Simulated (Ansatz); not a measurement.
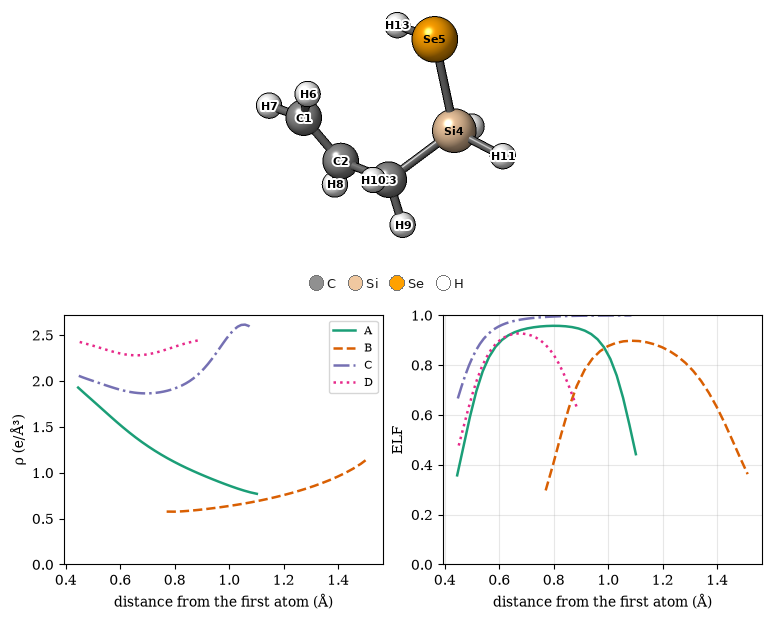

Figure. C3H8SeSi (SMILES C=CC[SiH2][SeH]). Electron density and ELF along straight lines between neighbouring atoms. The curves leave out the atomic cores. The structure is drawn too.

Not at a stationary point (largest force 1.1 eV/Å).

Method: SCF B3LYP, Gaussian basis in Ansatz 0.2.0.

```xyz
13

C    -1.0829    1.4562    0.4236
C    -1.2789    0.2188   -0.0408
C    -0.4601   -0.9454    0.4361
Si    1.1809   -1.0306   -0.4662
Se    2.5397    0.6983    0.1438
H    -0.3126    1.6616    1.1605
H    -1.7020    2.2736    0.0687
H    -2.0751    0.0431   -0.7581
H    -1.0123   -1.8843    0.2228
H    -0.2881   -0.8838    1.5318
H     1.8443   -2.2960   -0.1196
H     0.9500   -0.9910   -1.9179
H     1.6969    1.6795   -0.6846
```

### Which curve belongs to which contact (C–C, C–H, C–Si and Si–Se)? The first atom named is at distance zero.

Curve A: C–Si (1.87 Å): the density is about 0.93 e/Å³ at the midpoint; the ELF peaks at about 0.95 between the atoms, as expected for localised, covalent bonding. Curve B: Si–Se (2.28 Å): ρ at the midpoint is about 0.71 e/Å³, with its minimum of 0.58 e/Å³ about 0.8 Å from Si; the ELF peaks at about 0.90 between the atoms; a shared electron pair. Curve C: C–H (1.09 Å): ρ is about 2 e/Å³ halfway; the ELF climbs to about 1 towards the hydrogen, as it does in any bond to H (a covalent bond by its length). Curve D: C–C (1.34 Å): ρ is about 2.3 e/Å³ halfway; the ELF peaks at about 0.95 between the atoms; a short, multiple covalent bond.
